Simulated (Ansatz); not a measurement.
```xyz
2

Li    0.0000    0.0000   -1.4803
Na    0.0000    0.0000    1.4803
```

Geometry: r2SCAN-D4/def2-TZVP.

Theory: Ansatz 0.2.0, isolated molecule in a Gaussian basis; Kohn-Sham density functional theory, functional PBE0.

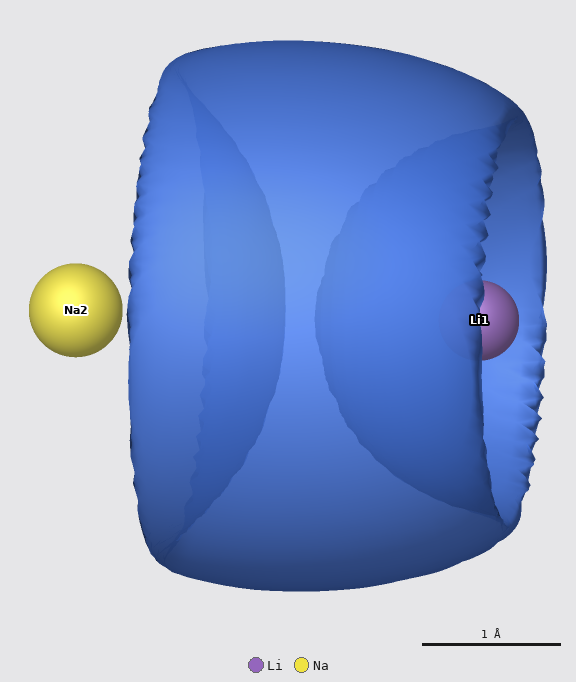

NaLi. Isosurface of the ELF at 0.85 (blue), seen from one side. Core shells and regions of very low density are left out.

What do the ELF domains correspond to?

Answer. The ELF exceeds this value in one lobe of the valence shell of Li pointing towards Na (polar bonds). Profiles from the grid: Na–Li (2.96 Å): the ELF peaks at about 0.90 between the atoms.
